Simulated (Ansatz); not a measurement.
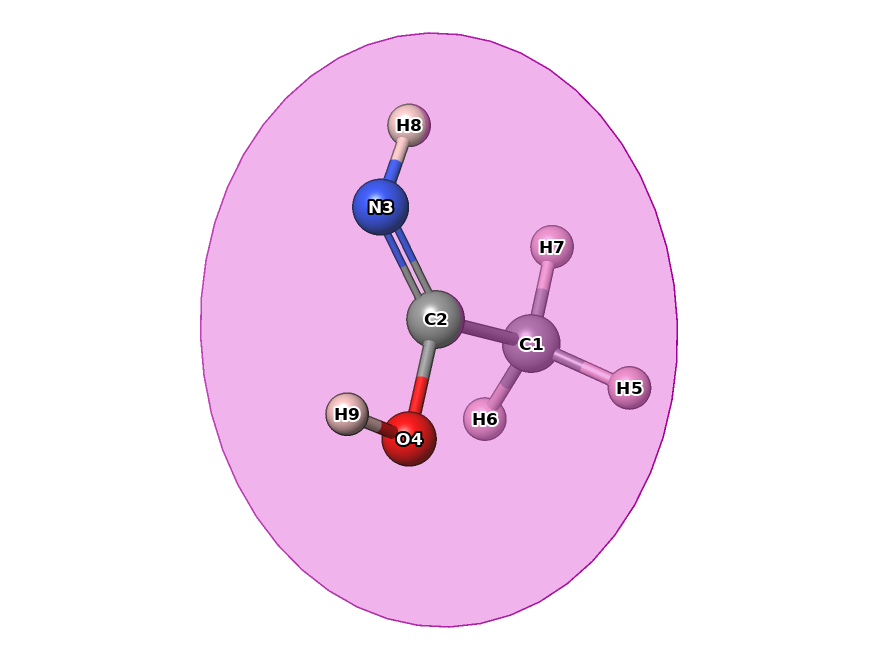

A disc through the centre of mass is drawn in. Distant atoms are faded towards the background colour. The geometry was computed by an optimisation with PBE0-D4/def2-TZVP.

### Is the plane of the disc a mirror plane of the structure?

No. The point group is Cs, with 1 mirror plane, and this plane isn't one of its mirror planes.
